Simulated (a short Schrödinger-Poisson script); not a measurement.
Stack: MOS inversion layer, SiO2 on p-type Ge(100), at 400 K.

| layer | material | thickness (nm) | Na (cm⁻³) |
|---|---|---|---|
| 1 | SiO2 | 3.5 | - |
| 2 | Ge | 390 | 1.1e18 |

Constants are typed, rounded textbook-type inputs, not results; the design itself was drawn at random and stands for no fabricated device. SiO2: permittivity 3.9, conduction-band edge (eV) 3.1, gap (eV) 9, electron mass (mₑ) 0.5. Ge: permittivity 16, conduction-band edge (eV) 0, gap (eV) 0.664, Nv at 300 K (cm⁻³) 6e18.

Channel valleys (confinement mass, in-plane density-of-states mass, number): L4 0.12, 0.295, 4. At the gate the conduction-band edge of layer 1 lies 3.32 eV − eVg above the Fermi level of the channel; the field vanishes at the back. Gaps are held at their typed values at every temperature. Mesh 0.03 nm at interfaces.

Solved with a short Schrödinger-Poisson script written for these runs: 1D Poisson equation in equilibrium, electrons quantum, Hartree (BenDaniel-Duke, 12 states a valley, the channel's in-plane mass for all, wave functions free to enter the dielectric), parabolic valleys, classical holes, full ionisation, no traps, pinning or gate leakage.

Only gate voltages with over 1e8 electrons/cm² are shown.

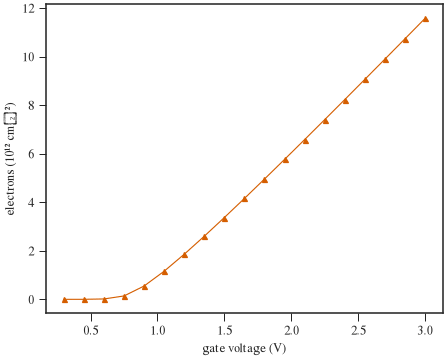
Figure. Sheet density against gate voltage

| Vg (V) | electrons (cm⁻²) | C (μF/cm²) | L4 E0 (meV) | L4 E1 (meV) |
|---|---|---|---|---|
| 0.3 | 1.69e8 | 0.404 | 405.2 | 488.3 |
| 0.45 | 1.41e9 | 0.371 | 326.7 | 423.5 |
| 0.6 | 1.54e10 | 0.366 | 243.2 | 351.3 |
| 0.75 | 1.39e11 | 0.491 | 166.8 | 284.0 |
| 0.9 | 5.48e11 | 0.672 | 118.9 | 242.8 |
| 1.05 | 1.16e12 | 0.760 | 92.3 | 221.3 |
| 1.2 | 1.86e12 | 0.803 | 75.3 | 208.6 |
| 1.35 | 2.60e12 | 0.827 | 62.8 | 200.1 |
| 1.5 | 3.37e12 | 0.843 | 53.0 | 194.1 |
| 1.65 | 4.15e12 | 0.855 | 44.9 | 189.5 |
| 1.8 | 4.95e12 | 0.864 | 38.0 | 185.9 |
| 1.95 | 5.76e12 | 0.871 | 31.9 | 183.0 |
| 2.1 | 6.58e12 | 0.877 | 26.4 | 180.6 |
| 2.25 | 7.40e12 | 0.881 | 21.5 | 178.6 |
| 2.4 | 8.23e12 | 0.886 | 16.9 | 176.9 |
| 2.55 | 9.06e12 | 0.890 | 12.6 | 175.5 |
| 2.7 | 9.89e12 | 0.893 | 8.7 | 174.2 |
| 2.85 | 1.07e13 | 0.896 | 4.9 | 173.2 |
| 3 | 1.16e13 | 0.899 | 1.3 | 172.2 |

Subbands count from the Fermi level.

Only the L valleys are kept; under strong confinement the Δ valleys of Ge fill too.
